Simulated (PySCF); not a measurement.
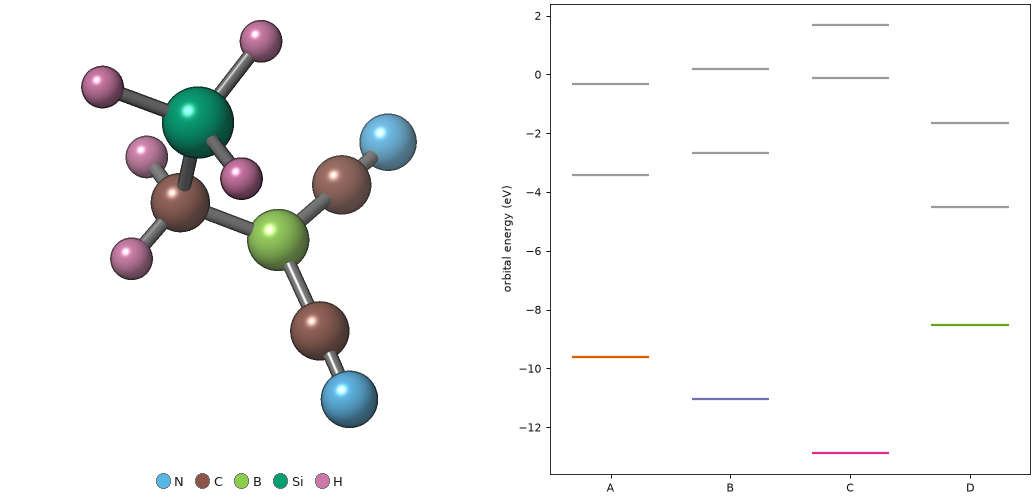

Frontier orbital energies of C₃H₅BN₂Si, SMILES N#CB(C#N)C[SiH3] at one geometry, PySCF 2.14.0, at a PBE0-D3(BJ)/def2-SVP geometry (no frequency check). Empty levels are grey, levels within 0.1 eV stand side by side; all columns show the same few orbitals around the gap.

**The columns come from BHandHLYP/def2-SVPD, HF/def2-SVPD, PBE/def2-SVPD and PBE0/6-31G(d). Which is which?**

A: PBE0/6-31G(d) (HOMO −9.63, LUMO −3.41, separation 6.21 eV)
B: BHandHLYP/def2-SVPD (HOMO −11.04, LUMO −2.68, separation 8.36 eV)
C: HF/def2-SVPD (HOMO −12.87, LUMO −0.12, separation 12.76 eV)
D: PBE/def2-SVPD (HOMO −8.54, LUMO −4.51, separation 4.03 eV)

Limits of at least one run: empty levels above zero depend strongly on the basis; one conformer of a flexible molecule.
